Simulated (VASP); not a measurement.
Band structure of LaMg (space group Pmma). Level of theory: LDA (Ceperley-Alder, Perdew-Zunger), VASP's LDA PAW potentials (set 64) (plane waves; VASP 6.6.1).

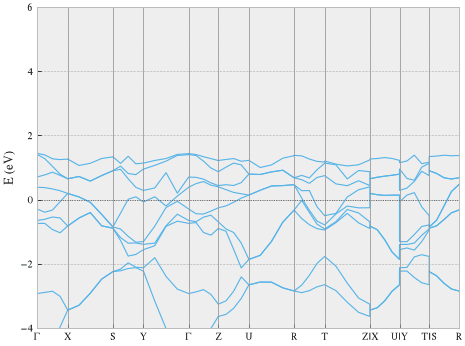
Figure. Bands along high-symmetry lines, zero at the valence-band maximum or, without a gap, the Fermi level

Task: Read the plot: is there a gap, and where are the band edges?

Result: It has no gap at this level: it comes out as a metal or semimetal.

The structure comes from a computed database's LaMg entry (Pmma); how it stands against other phases isn't given here. The cell was not relaxed at this level.
